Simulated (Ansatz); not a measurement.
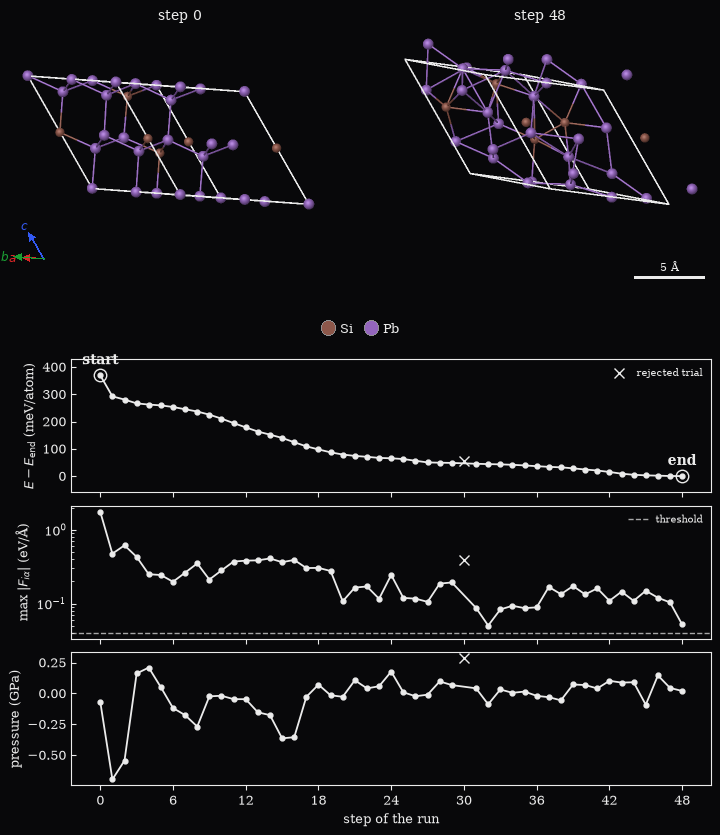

First and last geometry of a relaxation of a crystal of Si₃Pb₁₃ (a generated structure, set up in P1) (coarse preliminary run), with the history of the run. Style: ball-and-stick. Shown: the cell of the calculation, reduced to other axes, from a free direction. Lengths and directions refer to the drawn axes.

Case: elements placed on the diamond lattice at random.

Level of theory: DFT PBEsol, scalar-relativistic, plane waves, PAW in Ansatz 0.2.0.

Input file:
```yaml
crystal:
  lattice:
    - [-6.69795594, 6.69795594, 0.0]
    - [-6.69795594, 0.0, 6.69795594]
    - [0.0, 6.69795594, 6.69795594]
  atoms:
    - { symbol: Si, position: [0.0008189749, 0.499310789, 0.4987840164] }
    - { symbol: Si, position: [0.3712154142, 0.3754831964, 0.3750191951] }
    - { symbol: Si, position: [0.3742478142, 0.8753002309, 0.8783129083] }
    - { symbol: Pb, position: [0.000381094, 0.9996835356, 0.0021547182] }
    - { symbol: Pb, position: [0.5048182483, 0.9942560904, 0.0014198439] }
    - { symbol: Pb, position: [4.8405e-05, 0.5004540811, 0.9966634184] }
    - { symbol: Pb, position: [0.9974397333, 0.0010095179, 0.5004976888] }
    - { symbol: Pb, position: [0.5009375823, 0.502608691, 0.000978741] }
    - { symbol: Pb, position: [0.5052464461, 0.9978318988, 0.494071212] }
    - { symbol: Pb, position: [0.5024904231, 0.4958860511, 0.5012116172] }
    - { symbol: Pb, position: [0.8743467461, 0.8778196055, 0.3746318061] }
    - { symbol: Pb, position: [0.3781983752, 0.8731371551, 0.3734776969] }
    - { symbol: Pb, position: [0.8760428414, 0.3717910336, 0.3770722456] }
    - { symbol: Pb, position: [0.8770182731, 0.8715621009, 0.8730953159] }
    - { symbol: Pb, position: [0.8760489855, 0.3736970071, 0.8769992994] }
    - { symbol: Pb, position: [0.3790733341, 0.3742999702, 0.8719446643] }
  symmetry: { detect: false }
basis:
  ecutwfc: 420
kpoints:
  mp_grid: { grid: [2, 2, 2], shift: [0.5, 0.5, 0.5] }
hamiltonian:
  xc: pbesol
scf:
  occupations: { method: gaussian, width: 0.1 }
  lower_state_search: "off"
output:
  forces: true
  stress: true
  eigenvalues: true
relax:
  adjacent_minimum: "off"
  f_tol: 0.04
  max_steps: 50
  cell: { stress_tol: 0.3 }
```

Command:
```bash
ansatz run input.yaml --threads 4 --pin off --max-ram 9216MiB --backend cpu --events-out ev --progress --plain --runs-dir out
```

### What do the curves and the structures tell?

The run was cut off at its time limit before the relaxation converged, so the last structure is only a point on the way. Over 47 accepted moves (48 points after the start) the energy falls by 369 meV per atom. Largest force component: 1.8 eV/Å at the start, 0.052 eV/Å at the end. The pressure goes from −0.07 to 0.02 GPa. The line search rejected the trial step at point 30 of the run. The largest move relative to the cell is that of Pb4, 2.09 Å along [−1 −1 1]. By element the largest moves are Pb 2.09 Å, Si 1.74 Å. The volume changes by −25.8 %, with a 9.472 → 8.281 Å (−12.6 %), b 9.472 → 8.765 Å (−7.5 %), c 9.472 → 9.601 Å (+1.4 %), α 60.0° → 56.8°, β 60.0° → 54.6°, γ 60.0° → 56.4°. Among the contacts that change: Si1–Pb16 5.565 → 3.037 Å, Si3–Pb7 5.542 → 3.016 Å, Si1–Pb12 5.562 → 3.037 Å, Si3–Pb6 5.534 → 3.022 Å. New bonds form, among them: Pb10–Pb11 (5.58 → 3.40 Å), Pb10–Pb15 (5.56 → 3.40 Å), Pb4–Pb13 (5.53 → 3.22 Å), Pb6–Pb11 (5.59 → 3.49 Å). Bonds break, among them: Pb4–Pb14 (2.94 → 4.30 Å), Pb6–Pb13 (2.94 → 3.91 Å), Pb7–Pb13 (2.87 → 3.93 Å), Si1–Pb13 (2.89 → 4.07 Å). Bond angles that change, for instance: Si3–Pb5–Pb12 109.3° → 55.9°, Si3–Pb5–Pb16 108.3° → 56.0°, Si2–Pb10–Pb16 109.9° → 58.4°. The space group stays P1 (No. 1).

| step | E − E(0), meV/atom | largest force component, eV/Å | pressure, GPa | volume, Å³/atom | note |
| --- | --- | --- | --- | --- | --- |
| 0 | 0.00 | 1.7564 | -0.07 | 37.561 |  |
| 1 | -76.99 | 0.4750 | -0.70 | 37.487 |  |
| 2 | -88.95 | 0.6166 | -0.54 | 36.826 |  |
| 3 | -102.77 | 0.4300 | 0.16 | 36.116 |  |
| 4 | -107.16 | 0.2497 | 0.21 | 35.726 |  |
| 5 | -110.19 | 0.2438 | 0.05 | 35.660 |  |
| 6 | -116.04 | 0.1974 | -0.12 | 35.435 |  |
| 7 | -124.33 | 0.2621 | -0.18 | 35.027 |  |
| 8 | -132.64 | 0.3504 | -0.27 | 34.580 |  |
| 9 | -144.22 | 0.2114 | -0.02 | 33.770 |  |
| 10 | -158.74 | 0.2815 | -0.02 | 33.171 |  |
| 12 | -190.73 | 0.3818 | -0.05 | 32.125 |  |
| 14 | -217.45 | 0.4090 | -0.18 | 31.382 |  |
| 16 | -245.30 | 0.3907 | -0.36 | 30.898 |  |
| 18 | -271.55 | 0.3047 | 0.07 | 30.173 |  |
| 20 | -290.26 | 0.1071 | -0.03 | 29.780 |  |
| 22 | -298.60 | 0.1702 | 0.04 | 29.581 |  |
| 24 | -304.01 | 0.2441 | 0.18 | 29.456 |  |
| 26 | -313.07 | 0.1164 | -0.02 | 29.437 |  |
| 28 | -320.24 | 0.1863 | 0.10 | 29.021 |  |
| 30 | -315.65 | 0.3844 | 0.28 | 29.000 | rejected |
| 32 | -325.33 | 0.0502 | -0.09 | 28.972 |  |
| 34 | -327.89 | 0.0931 | 0.00 | 28.786 |  |
| 36 | -332.95 | 0.0887 | -0.02 | 28.587 |  |
| 38 | -337.17 | 0.1338 | -0.06 | 28.384 |  |
| 40 | -345.22 | 0.1329 | 0.07 | 28.123 |  |
| 42 | -354.17 | 0.1087 | 0.10 | 27.854 |  |
| 44 | -364.50 | 0.1087 | 0.09 | 27.705 |  |
| 46 | -367.72 | 0.1198 | 0.15 | 27.818 |  |
| 48 | -369.28 | 0.0519 | 0.02 | 27.864 |  |
